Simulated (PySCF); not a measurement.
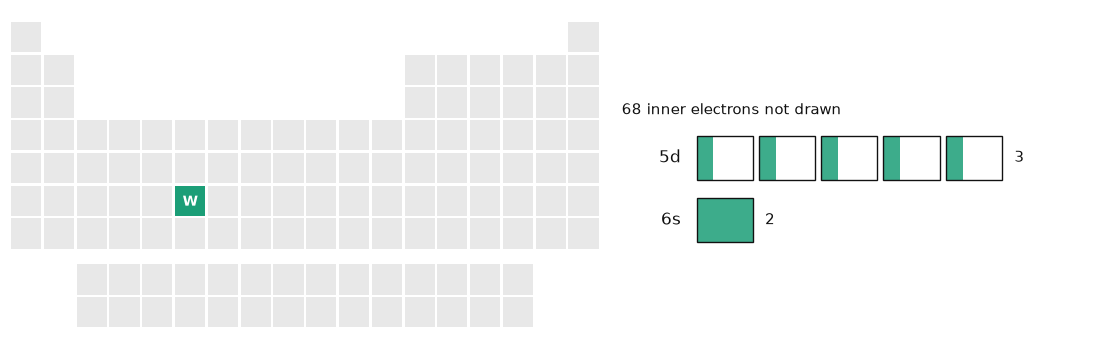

Fig. 1: Left, the place of tungsten in the periodic table; right, the outer shells of the nominal configuration: a box for each of the 2l + 1 orbitals, shaded by the share of the shell that is filled, with the electron count at the right.

## Atomic calculation for W⁺

System: W⁺, configuration 1s2 2s2 2p6 3s2 3p6 3d10 4s2 4p6 4d10 4f14 5s2 5p6 5d3 6s2, multiplicity 4.
Method: unrestricted wB97X-V, aug-cc-pVDZ-PP with ECP60, scalar-relativistic core potential (PySCF).

## Results in brief

- outcome: converged
- total energy (valence electrons, under a core potential): −66.895241 hartree
- ⟨S²⟩: 3.753
- ⟨L²⟩: 12.01
- SCF iterations: 6
- hardware: 1 CPU thread, shared host
- CPU time: 1.1 s (integrals apart)

## Remarks

This is not the ground configuration of the species.

## Input file
```python
from pyscf import gto, scf, dft, mp, cc
mol = gto.M(atom="W 0 0 0", charge=1, spin=3, symmetry="D2h",
            basis="aug-cc-pVDZ-PP",
            ecp="aug-cc-pVDZ-PP")
mf = dft.UKS(mol, xc="WB97X_V")
mf.irrep_nelec = {'Ag': (2, 2), 'B1g': (1, 0), 'B2g': (1, 0), 'B3g': (1, 0), 'B1u': (1, 1), 'B2u': (1, 1), 'B3u': (1, 1)}
mf.kernel()
```

The script is an equivalent of what the driver set up; the driver started from orbitals of its own, so the log can be shorter than this script's would be, and it computed the properties (radii, ⟨L²⟩, response) afterwards. It held the occupations shell by shell, which the script's counts by irreducible representation don't always enforce.

## Output (extracts)
```
damping factor = 0
level_shift factor = 0
DIIS = <class 'pyscf.scf.diis.CDIIS'>
diis_start_cycle = 1
diis_space = 10
diis_damp = 0
SCF conv_tol = 1e-09
SCF conv_tol_grad = None
number electrons alpha = 8  beta = 5
XC functionals = WB97X_V
    N. Mardirossian and M. Head-Gordon.,  Phys. Chem. Chem. Phys. 16, 9904-9924 (2014)
NLC functional = WB97X_V
cycle= 1 E= -66.8949050804304  delta_E= -0.00448  |g|= 0.0176  |ddm|= 0.525
cycle= 2 E= -66.895210234985  delta_E= -0.000305  |g|= 0.00509  |ddm|= 0.07
cycle= 3 E= -66.8952372560589  delta_E= -2.7e-05  |g|= 0.00141  |ddm|= 0.0314
cycle= 4 E= -66.8952405796385  delta_E= -3.32e-06  |g|= 0.000116  |ddm|= 0.00493
cycle= 5 E= -66.8952406033204  delta_E= -2.37e-08  |g|= 5.59e-06  |ddm|= 0.000464
cycle= 6 E= -66.8952406033836  delta_E= -6.31e-11  |g|= 7.84e-07  |ddm|= 2.56e-05
converged SCF energy = -66.8952406033836  <S^2> = 3.7530378  2S+1 = 4.0015186
```

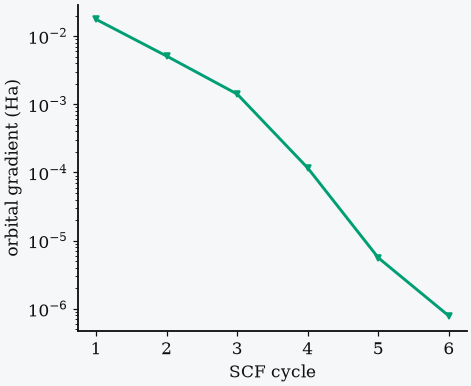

Fig. 2: Convergence: orbital gradient against the SCF cycle. The residual falls at every step. It goes from 0.018 to 7.8×10⁻⁷ in 6 steps.

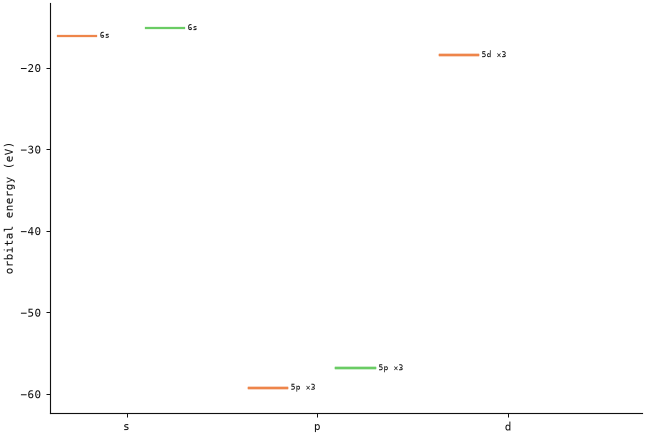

Fig. 3: Orbital energies of the mean field, from the top down to −59.2 eV, by angular momentum, α spin at the left of each column and β at the right; ×n counts the orbitals under one label. The highest filled orbital is 6s β at −15.1 eV, the lowest empty one d α at −9.52 eV.
